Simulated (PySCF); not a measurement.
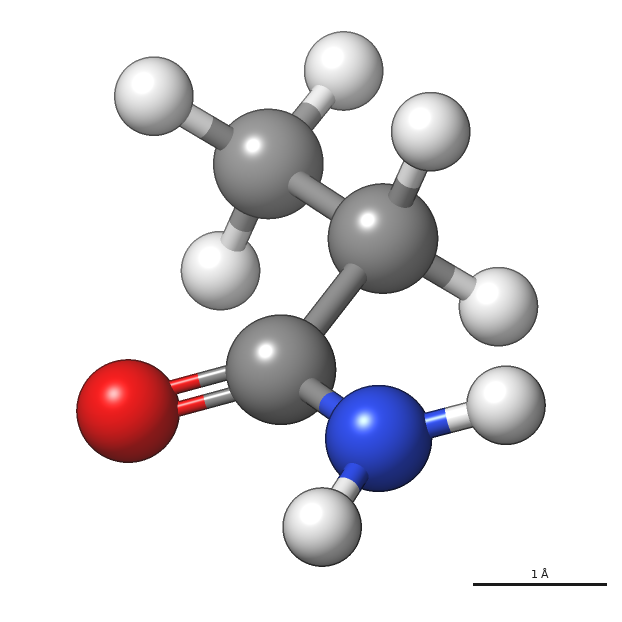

Rendered structure (ball-and-stick style). Colours: carbon grey, nitrogen blue, oxygen red, hydrogen white.

Computed geometry: GFN2-xTB optimisation. No frequency run is at hand to confirm it as a minimum.

**Give the formula.**

C₃H₇NO, 12 atoms: 3 carbon, 7 hydrogen, 1 nitrogen and 1 oxygen.

**Does it have rings?**

It has no ring.

**How many sets of symmetry-equivalent atoms are there?**

10: 1 C, 1 C, 1 C, 1 N, 1 O, 2 H, 1 H, 2 H, 1 H, 1 H.

**Which point group does it belong to?**

Cs.

More results for the same structure follow; atom numbers are the same in all pictures, views and colours differ.

NMR shielding

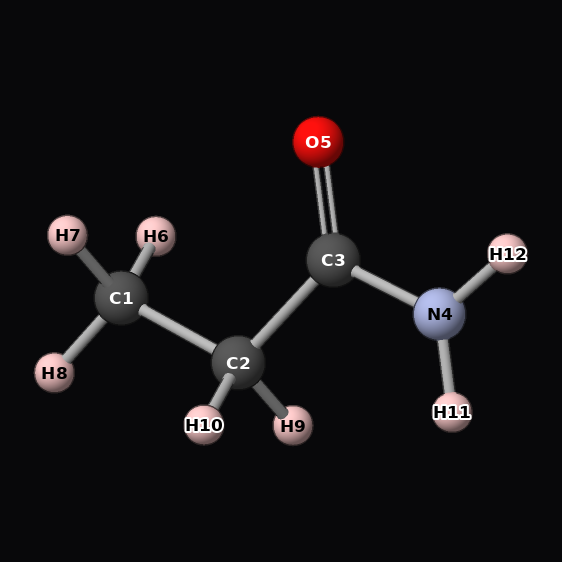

The questions are on isotropic NMR shieldings of the C atoms. No frequency run is at hand to confirm it as a minimum. Level of theory: GIAO PBE0/pcSseg-1 NMR shielding, non-relativistic, gas phase (PySCF 2.14.0).

List the isotropic NMR shieldings of the C atoms.

```
atom  σ (ppm)
  C1    176.8
  C2    157.5
  C3     14.0
```

Quadrupole coupling

No frequency run is at hand to confirm it as a minimum. Electric field gradients from the ground-state density, PBE0/pcSseg-1 (PySCF 2.14.0), non-relativistic apart from any core potentials.

Give the largest field-gradient component, the quadrupole coupling constant and the asymmetry for 14N at N4 (Q = 20.44 mb), 17O at O5 (Q = −25.6 mb), 2H at H6 (Q = 2.86 mb), 2H at H8 (Q = 2.86 mb), 2H at H9 (Q = 2.86 mb), 2H at H11 (Q = 2.86 mb).

```csv
atom,V_zz (a.u.),e²qQ/h (MHz),η
N4,−1.003,−4.82,0.02
O5,−1.618,9.73,0.05
H6,0.315,0.212,0.04
H8,0.316,0.213,0.02
H9,0.302,0.203,0.04
H11,0.424,0.285,0.19
```

Dipole moment

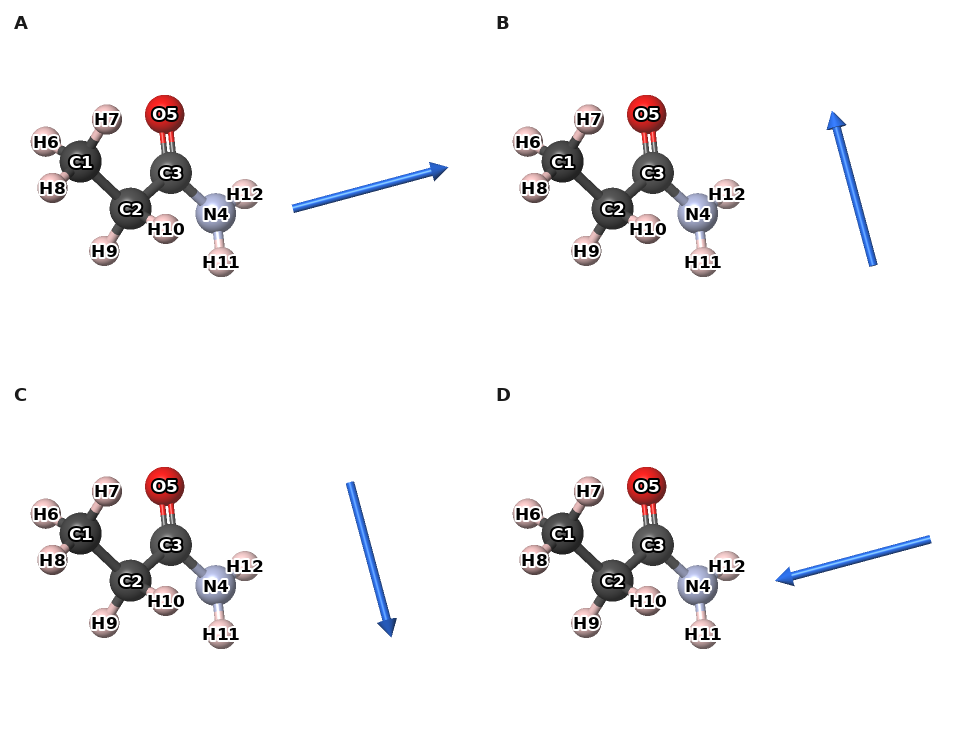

The same molecule four times, each with an arrow. No frequency run is at hand to confirm it as a minimum. Properties computed with PBE0/pcSseg-1, gas phase (PySCF 2.14.0).

**Which arrow points along the dipole moment, from the negative to the positive end?**

C. The dipole moment is 3.76 D; it points from the side of O5, H6, H7 to the side of H11 (the outermost atoms at the two ends).

Charges

The questions are on Mulliken charges. No frequency run is at hand to confirm it as a minimum. Level of theory: PBE0/pcSseg-1, gas phase (PySCF 2.14.0).

**Which atom carries the highest charge (most positive or least negative)?**

C3 (0.39 e).

**And the lowest?**

O5 (−0.42 e).

Give the Mulliken charges atom by atom.

| atom | value (e) |
| --- | --- |
| C1 | −0.25 |
| C2 | −0.34 |
| C3 | 0.39 |
| N4 | −0.41 |
| O5 | −0.42 |
| H6 | 0.12 |
| H7 | 0.12 |
| H8 | 0.11 |
| H9 | 0.14 |
| H10 | 0.14 |
| H11 | 0.19 |
| H12 | 0.19 |

Mulliken values depend strongly on the basis set and can even reverse the polarity of a bond.
